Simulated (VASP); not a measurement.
Band structure of InP (space group F-43m). Calculation: PBE GGA with D3 dispersion (Becke-Johnson damping), VASP's PBE PAW potentials (set 64) (plane waves; VASP 6.6.1).

Unless said otherwise, spin-orbit coupling is left out, though it shifts the bands of the heavy elements here.

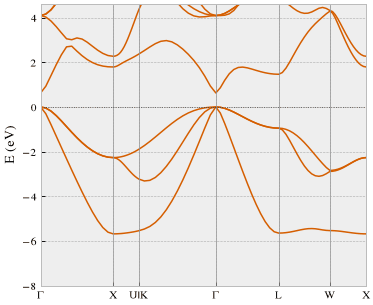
*Bands along high-symmetry lines, zero at the valence-band maximum or, without a gap, the Fermi level*

Q: Read the plot: is there a gap, and where are the band edges?

A: The gap is direct, 0.63 eV, from the valence maximum at Γ to the conduction minimum at Γ. (Edges off the drawn lines would not show.)

The structure comes from a measured InP entry (F-43m) of the Crystallography Open Database, whose conditions weren't checked. It was relaxed first.
